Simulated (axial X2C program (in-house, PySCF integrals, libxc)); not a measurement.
# FTeF: bond lengths and stretches, held linear

How do method and spin–orbit coupling move the bonds and stretches of FTeF, held linear?

Computed with an in-house X2C program for linear molecules on PySCF integrals. Level: all-electron X2C, two-component (2c) or spin-free, F dyall-av3z, Te dyall-v3z.

All values are calculated.

2 further runs of the same task are left out: 2 set aside as unsound or not needed.

### Step 1. Input

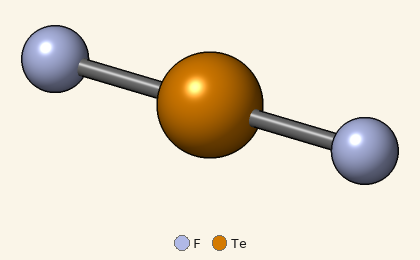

The atoms on one line, bonds 2.000 and 2.000 Å (fluorine light blue, tellurium orange).

task.json reads:

```json
{"zs": [9, 52, 9], "q": 0, "bas": ["dyall-av3z", "dyall-v3z", "dyall-av3z"], "r0": [2.0, 2.0], "symm": 1, "scan": ["PBE0", "HF", "TPSSh"], "levels": ["PBE0", "HF", "PBE"], "nst": 2}
```

Keys: zs atomic numbers; q charge; bas basis sets; r0 starting distance in Å; symm equal bonds; scan levels of the two-bond scan (MP2 follows by itself at each HF point); levels methods; nst determinants followed.

On the command line:

```bash
$ python solin.py task.json out
```

Masses F 18.998, Te 129.906, F 18.998 u.

### Step 2. Scan at PBE0, 2c

State: Ω = 1 (beyond evenly filled blocks: ω = -1/2, ω = 3/2). Energies above the lowest point, from the job's result record:

```csv
r(F–Te) (Å),r(Te–F) (Å),E (meV)
1.9354,1.9354,51.85
1.9354,1.9850,22.62
1.9354,2.0346,39.00
1.9850,1.9354,22.62
1.9850,1.9850,0.00
1.9850,2.0346,22.56
1.9850,2.0843,80.61
2.0346,1.9354,39.00
2.0346,1.9850,22.56
2.0346,2.0346,50.89
2.0843,1.9850,80.61
2.0843,2.0843,182.76
```

A quadratic surface with cubic terms in each bond gives the minimum at 1.984 and 1.984 Å, force constants 2.94, 2.94 and coupling 0.37 mdyn/Å.

### Step 3. Scan at HF, 2c

State: Ω = 1 (beyond evenly filled blocks: ω = -1/2, ω = 3/2). Energies above the lowest point, from the job's result record:

```csv
r(F–Te) (Å),r(Te–F) (Å),E (meV)
1.9354,1.9354,7.51
1.9354,1.9850,0.00
1.9354,2.0346,35.49
1.9850,1.9354,0.00
1.9850,1.9850,1.52
1.9850,2.0346,45.62
1.9850,2.0843,122.78
2.0346,1.9354,35.49
2.0346,1.9850,45.62
2.0346,2.0346,97.92
2.0843,1.9850,122.78
2.0843,2.0843,275.35
```

A quadratic surface with cubic terms in each bond gives the minimum at 1.962 and 1.962 Å, force constants 3.04, 3.04 and coupling 0.53 mdyn/Å.

### Step 4. Scan at TPSSh, 2c

State: Ω = 1 (beyond evenly filled blocks: ω = -1/2, ω = 3/2). Energies above the lowest point, from the job's result record:

```csv
r(F–Te) (Å),r(Te–F) (Å),E (meV)
1.9354,1.9354,74.95
1.9354,1.9850,34.35
1.9354,2.0346,40.09
1.9850,1.9354,34.35
1.9850,1.9850,0.00
1.9850,2.0346,11.58
1.9850,2.0843,59.26
2.0346,1.9354,40.09
2.0346,1.9850,11.58
2.0346,2.0346,28.60
2.0843,1.9850,59.26
2.0843,2.0843,138.81
```

A quadratic surface with cubic terms in each bond gives the minimum at 1.995 and 1.995 Å, force constants 2.85, 2.85 and coupling 0.35 mdyn/Å.

### Step 5. Comparison

| level | r(F–Te) (Å) | r(Te–F) (Å) | lower stretch (cm⁻¹) | upper stretch (cm⁻¹) |
| --- | --- | --- | --- | --- |
| PBE0, 2c | 1.984 | 1.984 | 544.3 | 544.5 |
| HF, 2c | 1.962 | 1.962 | 538.1 | 565.0 |
| TPSSh, 2c | 1.995 | 1.995 | 534.8 | 536.6 |
| MP2, 2c | 1.984 | 1.984 | 551.5 | 559.3 |
| PBE0, spin-free | 1.982 | 1.982 | 545.5 | 545.8 |
| HF, spin-free | 1.961 | 1.961 | 538.5 | 566.1 |
| TPSSh, spin-free | 1.993 | 1.993 | 536.4 | 537.9 |
| MP2, spin-free | 1.983 | 1.983 | 552.3 | 559.8 |

Scans not shown above were run alike.

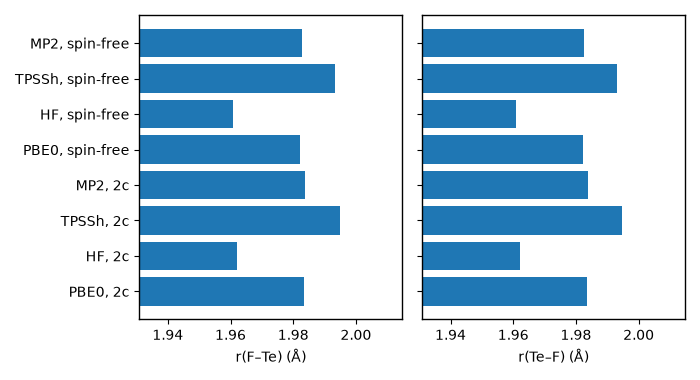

The two bond lengths by level.

What this shows: Over the levels the F–Te bond spans 1.961 to 1.995 Å and the Te–F bond 1.961 to 1.995 Å. At PBE0 going from spin-free to two-component moves the bonds by +0.002 and +0.002 Å. Each state is one determinant, the lowest of a limited PBE0 search; the stretches come from a fit to few points and are good to some per cent at best. The stretches are sorted by size, and where the two bonds are alike the symmetric and antisymmetric modes can swap order between levels. MP2 freezes inner shells (threshold -2 hartree). The molecule was held linear; bending was not examined, so a bent shape may lie lower. Open-shell Ω = 0 determinants with evenly filled partner blocks cannot be reached by this program, so the Ω shown need not be the lowest component. Note: several unpaired electrons, one determinant need not be a pure state.
